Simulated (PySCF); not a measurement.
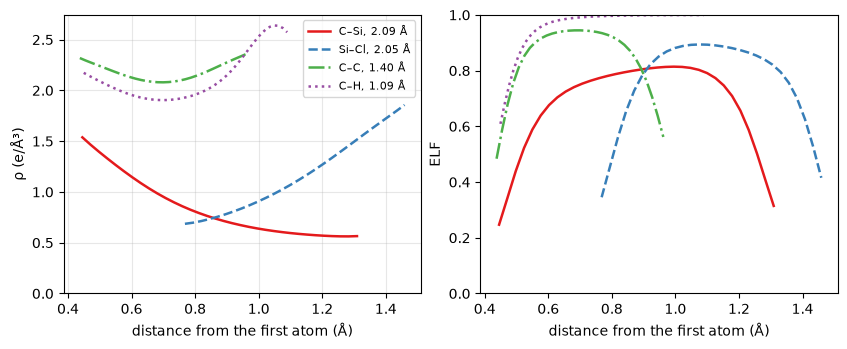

*C₅H₅Cl₃Si. Total electron density and electron localisation function along straight lines between neighbouring atoms. The curves leave out the atomic cores.*

Geometry: PBE0-D3(BJ)/def2-SVP.

The calculation used PySCF 2.14.0, BHandHLYP/pcSseg-1, SCF density, gas phase, non-relativistic.

Input

```
{"job": {"kind": "nmr", "xc": "BHandHLYP", "basis": "pcSseg-1", "pop": false}, "charge": 0, "multiplicity": 1}
Cl     1.297430    -1.445680     1.584868
Si     1.527681     0.107476     0.270407
Cl     2.474629     1.645266     1.297292
Cl     3.014590    -0.451338    -1.069782
C     -0.041105     0.157350    -1.131905
C     -0.853416    -0.971473    -0.895474
C     -1.587214    -0.755421     0.278215
C     -1.250044     0.492940     0.812608
C     -0.292524     1.099793    -0.030881
H      0.452506     0.410449    -2.071227
H     -0.853357    -1.878304    -1.499481
H     -2.258290    -1.478443     0.742254
H     -1.606931     0.910224     1.753685
H     -0.023954     2.157161    -0.040580
```

Run with:

```sh
OMP_NUM_THREADS=1 python ens_run.py task.json out
```

What can be read from the curves?

C–Si (2.09 Å): the density is about 0.62 e/Å³ at the midpoint; the ELF peaks at about 0.80 between the atoms (localised, covalent bonding).
Si–Cl (2.05 Å): ρ is about 0.94 e/Å³ halfway; the ELF peaks at about 0.90 between the atoms: a polar covalent bond.
C–C (1.40 Å): the density is about 2.1 e/Å³ at the midpoint; the ELF peaks at about 0.95 between the atoms: localised, covalent bonding.
C–H (1.09 Å): ρ at the midpoint is about 2 e/Å³; the ELF climbs to about 1 towards the hydrogen, as it does in any bond to H: a covalent bond by its length.
